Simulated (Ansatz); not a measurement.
# Bi2Pt, pressure series

The reference is Bi2Pt (space group Pa-3, No. 205; a = 6.7215 Å).

Cell and atoms are relaxed at each pressure.

All numbers come from PBEsol, PAW, 420 eV (Ansatz, a first-principles code; no spin-orbit coupling).

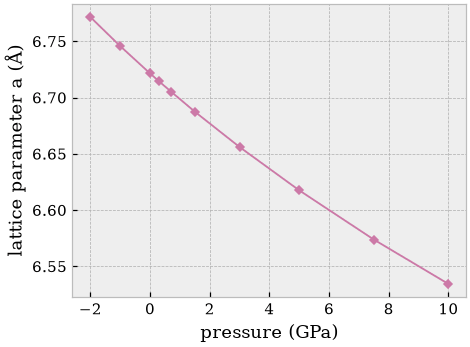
Figure: Lattice parameter a against pressure

Problem. From the plot, what is the lattice parameter a for pressure 0.3 GPa?

Solution. About 6.71 Å.

Problem. Is the trend monotonic over the range shown?

Solution. Yes, it falls throughout, spanning 12.348 bohr to 12.796 bohr.

Load acts through the strain it causes; cell and atoms are relaxed under it. No phonon test of stability was made. Competing high-pressure phases were not computed. All final runs are without spin polarisation.
